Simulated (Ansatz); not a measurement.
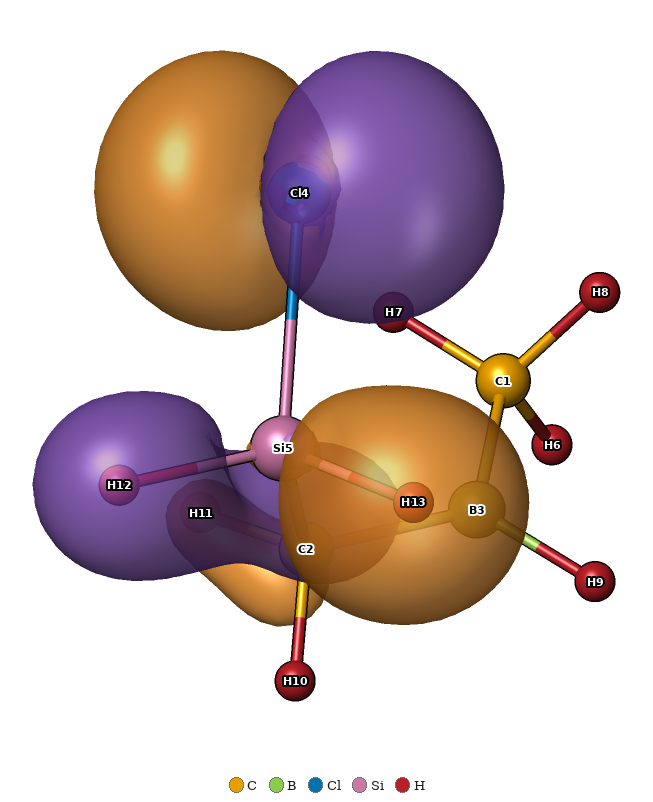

Figure. C$_{2}$H$_{8}$BClSi. The HOMO−1 at ±0.1 Å⁻³ᐟ² (orange and purple are the two phases), seen at an oblique angle.

Geometry: B3LYP/6-31G*.

Theory: Ansatz 0.2.0, isolated molecule in a Gaussian basis; Kohn-Sham density functional theory, functional PBE0.

Input

```
crystal:
  periodic: [false, false, false]
  atoms:
    - symbol: C
      position_ang: [-0.228899, -1.795314, -0.581978]
    - symbol: C
      position_ang: [2.237264, -0.681824, -1.157517]
    - symbol: B
      position_ang: [0.838489, -1.236619, -1.583577]
    - symbol: Cl
      position_ang: [0.867539, 1.999565, 0.149358]
    - symbol: Si
      position_ang: [2.272793, 1.202751, -1.176303]
    - symbol: H
      position_ang: [-0.417447, -2.854398, -0.821271]
    - symbol: H
      position_ang: [0.039095, -1.728057, 0.477870]
    - symbol: H
      position_ang: [-1.198025, -1.297921, -0.731505]
    - symbol: H
      position_ang: [0.564714, -1.215636, -2.754771]
    - symbol: H
      position_ang: [3.014796, -0.941968, -1.893520]
    - symbol: H
      position_ang: [2.564650, -1.008667, -0.162205]
    - symbol: H
      position_ang: [3.599769, 1.707829, -0.745223]
    - symbol: H
      position_ang: [1.952338, 1.734149, -2.522970]
basis:
  gaussian: {orbitals: def2-SVPD}
hamiltonian: {xc: pbe0}
output: {forces: true, orbitals: {seedname: orbitals}}
```

Launched as:

```sh
ansatz run input.yaml --threads 2 --pin off --max-ram 4350MiB --events-out events.jsonl --progress --plain --runs-dir runs
```

Where does this orbital lie, and at what energy?

It lies mainly on Cl4 (about 60 %), Si5 (about 15 %) and H13 (about 15 %). Its energy is −8.87 eV.
